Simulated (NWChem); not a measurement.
# GeF2 (SMILES [F][Ge][F]): levels of theory compared

Wanted: a comparison of 5 runs (PBE/def2-TZVPP, BLYP/def2-TZVPP, SVWN5/def2-TZVPP, revPBE/def2-TZVPP, CCSD(T)/def2-TZVPP) of GeF2. 

The results are computed with NWChem 7.3.0.

## (1) The structure to begin with

The species is GeF2 (3 atoms), meant as a singlet with charge 0. SMILES: `[F][Ge][F]`. One bond was lengthened or shortened from a relaxed shape.

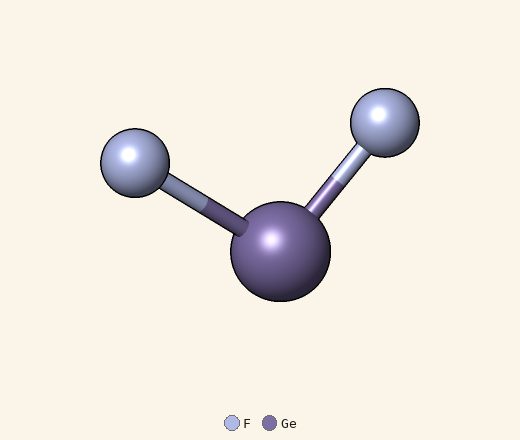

Viewed from a chosen angle; fluorine light blue, germanium purple.

## (2) The energy at PBE/def2-TZVPP (run 1)

Contents of sp.xyz:

```xyz
3
F2Ge
F     -0.872912    -1.222792    -0.620157
Ge     0.637500    -0.295200     0.320200
F      0.027600     1.332100     0.164100
```

Contents of run.py:

```python
from ase.io import read
from ase.calculators.nwchem import NWChem

atoms = read('sp.xyz')

calc = NWChem(
    label='sp',
    theory='dft',
    memory='2200 mb',
    basis='def2-TZVPP',
    basispar='spherical bse',
    dft={'xc': 'xpbe96 cpbe96', 'mult': '1', 'grid': 'fine', 'convergence': 'energy 1e-08', 'iterations': '100', 'mulliken': None, 'print': 'low'},
    task='energy',
)
atoms.calc = calc

print(f"energy = {atoms.get_potential_energy():.6f} eV")
```

Launch:

```console
$ export ASE_NWCHEM_COMMAND="nwchem PREFIX.nwi > PREFIX.nwo"
$ python run.py
```

Standard output:

```text
energy = -61942.655237 eV
```

The calculator wrote sp.nwi:

```
title "sp"

permanent_dir sp

scratch_dir sp

start sp

geometry units angstrom nocenter noautosym noautoz
  F  -8.7291200000000002e-01 -1.2227920000000001e+00 -6.2015699999999996e-01
  Ge 6.3749999999999996e-01 -2.9520000000000002e-01 3.2019999999999998e-01
  F  2.7600000000000000e-02 1.3321000000000001e+00 1.6410000000000000e-01
end

memory 2200 mb

basis spherical bse noprint
   * library def2-TZVPP
end

dft
  xc xpbe96 cpbe96
  mult 1
  grid fine
  convergence energy 1e-08
  iterations 100
  mulliken
  print low
end

task dft energy
```

sp.nwo:

```text
Northwest Computational Chemistry Package (NWChem) 7.3.0
             --------------------------------------------------------

           Job information
           ---------------

    nwchem branch   = 7.3.0
    use scalapack   = T
    input           = sp.nwi
    prefix          = sp.
    data base       = sp/sp.db
    status          = startup
    nproc           =        1

           Memory information
           ------------------

    heap     =     72089598 doubles =      550.0 Mbytes
    stack    =     72089595 doubles =      550.0 Mbytes
    global   =    144179200 doubles =     1100.0 Mbytes (distinct from heap & stack)
    total    =    288358393 doubles =     2200.0 Mbytes
    verify   = yes
    hardfail = no

[... 34 lines left out ...]
            Nuclear Dipole moment (a.u.)
[... 48 lines left out ...]
   convergence    iter        energy       DeltaE   RMS-Dens  Diis-err    time
[... 13 lines left out ...]
         Total DFT energy =    -2276.350612272133
      One electron energy =    -3528.764563361336
           Coulomb energy =     1173.325718367834
    Exchange-Corr. energy =      -99.410429817857
 Nuclear repulsion energy =      178.498662539225
[... 15 lines left out ...]
     -------------------------------------------
      Total Density - Lowdin Population Analysis
     -------------------------------------------

    Atom       Charge   Shell Charges
 -----------   ------   -------------------------------------------------------
    1 F    9     9.32   0.86  1.10  0.63  0.80  0.46  2.11  2.13  1.22  0.00  0.01  0.00
    2 Ge  32    31.55   2.00  2.00  1.15  0.84  0.89  0.81  5.92  3.94  2.06  0.79  0.50  8.50  1.24  0.40  0.35  0.18
    3 F    9     9.14   0.86  1.10  0.62  0.75  0.42  2.12  2.12  1.12  0.00  0.01  0.00

 Task  times  cpu:       28.9s     wall:       28.9s
 Total times  cpu:       29.0s     wall:       29.0s
```

It took 30 s on 1 thread of Intel Xeon Platinum 8488C (Sapphire Rapids), shared host; peak memory 0.12 GiB.

## (3) The energy at BLYP/def2-TZVPP (run 2)

Contents of run.nw:

```
START run
TITLE "F2Ge BLYP"
memory 2200 mb

GEOMETRY noautosym nocenter noautoz
  F    -0.872912   -1.222792   -0.620157
  Ge    0.637500   -0.295200    0.320200
  F     0.027600    1.332100    0.164100
END

BASIS spherical bse
  F library def2-TZVPP
  Ge library def2-TZVPP
END

DFT
  xc becke88 lyp
  grid fine
  convergence energy 1e-08
  maxiter 100
  mulliken
  print medium
END

TASK dft energy
```

Launch:

```console
$ nwchem run.nw > run.out
```

Standard output:

```text
[...]
          Wavefunction type:  closed shell.
          No. of atoms     :     3
          No. of electrons :    50
[...]
          Charge           :     0
          Spin multiplicity:     1
[...]
          AO basis - number of functions:   110
[...]
              XC Information
              --------------
                    Becke 1988 Exchange Functional  1.000
              Lee-Yang-Parr Correlation Functional  1.000
[...]
 d= 0,ls=0.0,diis     1  -2276.7235256067 -2.46D+03  2.53D-02  1.87D+00     3.2
[...]
 d= 0,ls=0.0,diis    13  -2276.9094203258 -1.36D-09  5.81D-08  8.51D-11    28.9
         Total DFT energy =    -2276.909420325827
      One electron energy =    -3528.652049425097
           Coulomb energy =     1173.219525020887
    Exchange-Corr. energy =      -99.975558460842
 Nuclear repulsion energy =      178.498662539225
[...]
      Total Density - Mulliken Population Analysis
     ---------------------------------------------
    Atom       Charge   Shell Charges
 -----------   ------   -------------------------------------------------------
    1 F    9     9.46   0.77  1.20  0.63  0.95  0.41  2.27  2.01  1.21  0.00  0.00  0.00
    2 Ge  32    31.23   2.00  2.00  1.19  0.77  1.21  0.77  5.98  4.43  1.56  0.77  0.31  8.83  1.10  0.14  0.12  0.06
    3 F    9     9.31   0.77  1.20  0.63  0.96  0.36  2.28  2.04  1.06  0.00  0.01  0.00
[...]
```

Wall time 30 s (1 thread of Intel Xeon Platinum 8488C (Sapphire Rapids), shared host); peak memory 0.12 GiB.

Runs 3 to 4 aren't shown in full; the table further down has their settings and results.

## (4) The energy at CCSD(T)/def2-TZVPP (run 5)

Contents of test.nw:

```
start test
memory total 2200 mb
charge 0

geometry units au noautosym nocenter noautoz
  F     -1.64956461    -2.31074199    -1.17192688
  Ge     1.20470040    -0.55784715     0.60509031
  F      0.05215644     2.51730417     0.31010406
end

basis spherical bse
  * library def2-TZVPP
end

scf
  thresh 1e-08
  maxiter 80
end

ccsd
  freeze core 11
  maxiter 60
end

task ccsd(t) energy
```

Launch:

```console
$ nwchem test.nw > test.out
```

Standard output:

```text
[...]
  functions       =   110
[...]
  wavefunction    = RHF
[...]
         Total SCF energy =  -2274.387444103487
      One-electron energy =  -3529.790971219981
      Two-electron energy =   1076.904877306763
 Nuclear repulsion energy =    178.498649809731
        Time for solution =     43.5s
[...]
 Total MP2 energy:          -2275.121529034072864
[...]
             energy      energy      error      ampl     ampl      Block
                                                time     time      time
[...]
 Total CCSD energy:          -2275.116410644663574
[...]
 Total CCSD+T(CCSD) energy:          -2275.145014919526602
[...]
 Total CCSD(T) energy:               -2275.141845225260568
[...]
```

Wall time 6.8 min (1 thread of Intel Xeon Platinum 8488C (Sapphire Rapids), shared host); peak memory 0.45 GiB.

## (5) Overview of the runs

```
run               level  integration grid  iteration cap   energy (Eh)  wall time
  1      PBE/def2-TZVPP              fine            100  -2276.350612       30 s
  2     BLYP/def2-TZVPP              fine            100  -2276.909420       30 s
  3    SVWN5/def2-TZVPP              fine            100  -2272.443061       26 s
  4   revPBE/def2-TZVPP              fine            100  -2276.622778       30 s
  5  CCSD(T)/def2-TZVPP                 –             80  -2275.141845    6.8 min
```

## (6) Summary of results

```
                                           quantity           value
                                run 5: total energy  -2275.14185 Eh
         run 5: HOMO energy (Hartree–Fock orbitals)       -12.34 eV
         run 5: LUMO energy (Hartree–Fock orbitals)        -0.14 eV
       run 5: HOMO–LUMO gap (Hartree–Fock orbitals)        12.20 eV
run 5: correlation energy (11 core orbitals frozen)      -754.4 mEh
                              run 5: (T) correction      -25.43 mEh
```

What this shows: Over runs 2, 3, 4 the dipole moment (its size) runs from 3.38 D (revPBE/def2-TZVPP) to 3.50 D (BLYP/def2-TZVPP). Over runs 2, 3, 4 the HOMO–LUMO gap runs from 3.97 eV (BLYP/def2-TZVPP) to 4.00 eV (revPBE/def2-TZVPP). Totals of different functionals can't be ranked against each other. All runs together took 8.8 min, the longest 6.8 min.
